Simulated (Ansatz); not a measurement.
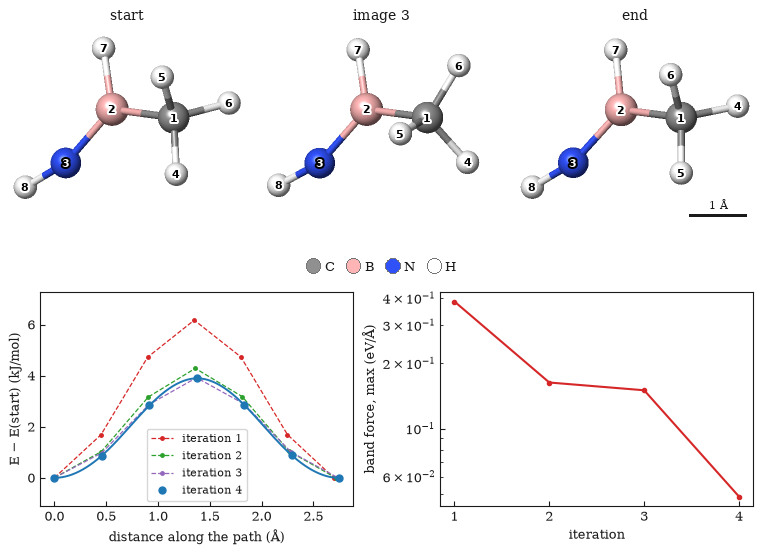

NEB run on CH5BN (multiplicity 2). Images are numbered from 0 (start) to 6 (end). The plot follows the band through its iterations. The picture is a ball-and-stick view, seen from a free direction.

Method: UKS PBE0/def2-SVP in Ansatz. Settings: 5 movable images; climbing image; force threshold 0.05 eV/Å; iteration limit 10; starting path by image-dependent pair potential.

Judge this run.

The run is converged, with reservations. The band converged in 4 iterations. The largest component of the band force went from 0.39 to 0.049 eV/Å. The climbing image converged on the top of the path. Its curvatures weren't checked. The iteration limit was low. The first iteration put the highest image at 6.17 kJ/mol. The barrier is about 3.90 kJ/mol in both directions, with image 3 at the top; the ends have the same energy.

The run took 86 s on 1 thread of Intel(R) Xeon(R) Platinum 8259CL CPU @ 2.50GHz (Skylake/Cascade Lake) (shared host), peak memory 0.23 GiB.
